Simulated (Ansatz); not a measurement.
C₃H₁₀OSi (SMILES CCOC[SiH3])

```xyz
15

C    -1.5609   -1.5744   -0.2240
C    -0.5691   -0.8896   -1.1411
O    -0.1436    0.3723   -0.6726
C     0.7447    0.3154    0.4181
Si    1.3267    2.0682    0.8044
H    -1.9108   -2.5035   -0.6809
H    -1.1181   -1.8295    0.7410
H    -2.4254   -0.9308   -0.0485
H    -1.0286   -0.6978   -2.1138
H     0.3070   -1.5340   -1.3086
H     0.2737   -0.1164    1.3137
H     1.6150   -0.3195    0.1839
H     2.0333    2.6520   -0.3644
H     0.1712    2.9305    1.1617
H     2.2632    2.0065    1.9601
```

Geometry: PBE0-D4/def2-TZVP.

All numbers below come from RKS PBE0-D4/def2-TZVPP (Ansatz).

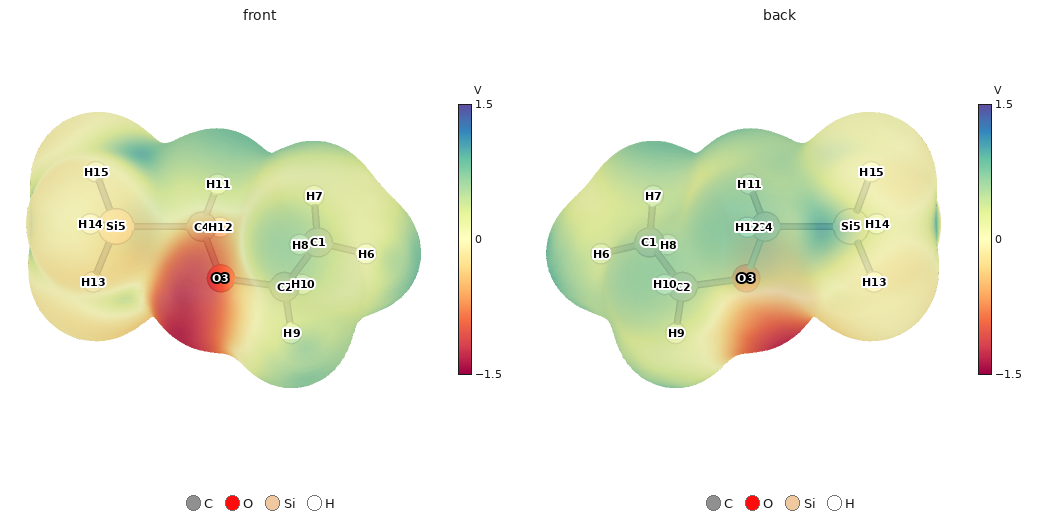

Figure 1. The electrostatic potential painted on the density surface at 0.002 e/bohr³, seen from the front and from behind; red is negative and blue positive.

Which sites attract a positive test charge, and which a negative one?

A positive charge is drawn to the negative regions and a negative charge to the positive ones. The most negative region (about −1.3 V) lies over O3, the most positive (about +0.9 V) over Si5. O3 is the likeliest acceptor of a hydrogen bond.

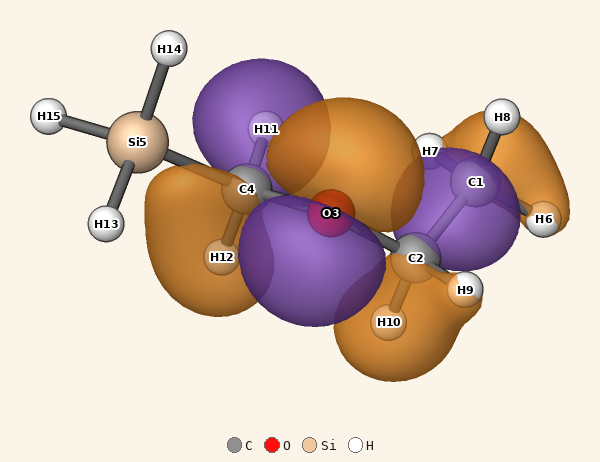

Figure 2. The HOMO at ±0.08 Å⁻³ᐟ² (orange and purple are the two phases), seen at a tilt.

Describe this orbital and give its energy.

Its weight (Hirshfeld) is mainly on O3 (about 55 %), C4 (about 10 %), C2 (about 10 %), C1 (about 5 %) and H11 (about 5 %). Its energy is −7.53 eV.

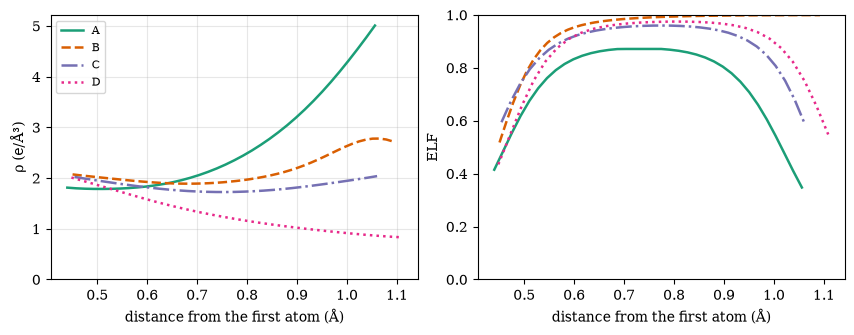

Figure 3. Electron density and ELF along straight lines between neighbouring atoms. The curves leave out the atomic cores.

Which curve belongs to which contact (C–C, C–H, C–O and C–Si)? The first atom named is at distance zero.

Curve A: C–O (1.41 Å): the density is about 2.1 e/Å³ at the midpoint, with its minimum of 1.8 e/Å³ about 0.5 Å from C; the ELF peaks at about 0.85 between the atoms, as expected for a polar covalent bond. Curve B: C–H (1.09 Å): the density is about 2 e/Å³ at the midpoint; the ELF climbs to about 1 towards the hydrogen, as it does in any bond to H: an ordinary covalent bond to hydrogen. Curve C: C–C (1.51 Å): ρ is about 1.7 e/Å³ halfway; the ELF peaks at about 0.95 between the atoms; localised, covalent bonding. Curve D: C–Si (1.89 Å): ρ at the midpoint is about 0.97 e/Å³; the ELF peaks at about 1 between the atoms; a shared electron pair.
